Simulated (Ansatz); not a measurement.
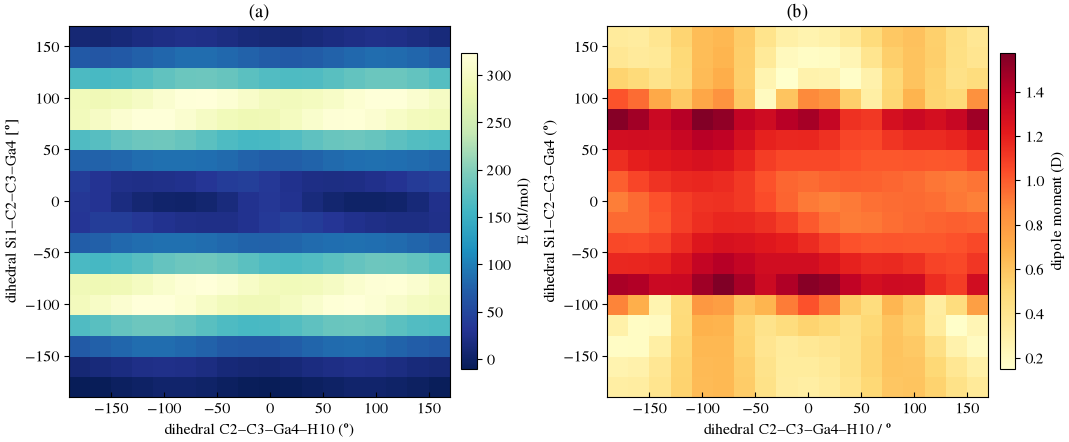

C₂H₇GaSi, SMILES [SiH3]C=[CH][GaH2]. The first coordinate is: dihedral C2–C3–Ga4–H10; the second: dihedral Si1–C2–C3–Ga4. Nothing is relaxed (all other coordinates rigid). The scan uses an 18 × 18 grid. Energies: kJ/mol, counted from the relaxed molecule at the same level. The dihedral twists a double bond; near 90° a spin-restricted reference is unreliable. Method: Ansatz 0.2.0, RHF/def2-SVP.

Panel (a) is the energy; panel (b) is the computed dipole moment, in D.

In the figure: one coloured cell a grid point.

**How does the dipole moment vary over the map, and what is it at the lowest grid point?**

Leaving out the highest fifth of the energies, it runs from 0.15 D at dihedral C2–C3–Ga4–H10 = −20°, dihedral Si1–C2–C3–Ga4 = 120° to 1.46 D at dihedral C2–C3–Ga4–H10 = 0°, dihedral Si1–C2–C3–Ga4 = 80°. At the lowest grid point, dihedral C2–C3–Ga4–H10 = 0°, dihedral Si1–C2–C3–Ga4 = −180°, it is 0.32 D.

```tsv
dihedral Si1–C2–C3–Ga4 ↓, dihedral C2–C3–Ga4–H10 →	−160	−120	−80	−40	0	40	80	120	160
140	0.35	0.50	0.67	0.36	0.18	0.25	0.55	0.55	0.40
100	0.95	0.59	0.83	0.20	0.87	0.55	0.51	0.53	0.84
60	1.30	1.34	1.38	1.19	1.17	1.07	1.12	1.16	1.24
20	1.07	1.17	1.16	1.03	0.95	0.99	0.97	0.93	0.93
−20	0.96	1.09	1.17	1.14	1.01	0.91	0.94	0.98	0.98
−60	1.17	1.26	1.41	1.30	1.30	1.19	1.16	1.07	1.12
−100	0.69	0.48	0.78	0.67	1.03	0.57	0.66	0.33	0.78
−140	0.19	0.51	0.66	0.39	0.38	0.43	0.61	0.44	0.19
−180	0.32	0.53	0.65	0.43	0.32	0.41	0.59	0.53	0.36
```

The table holds every second grid line.
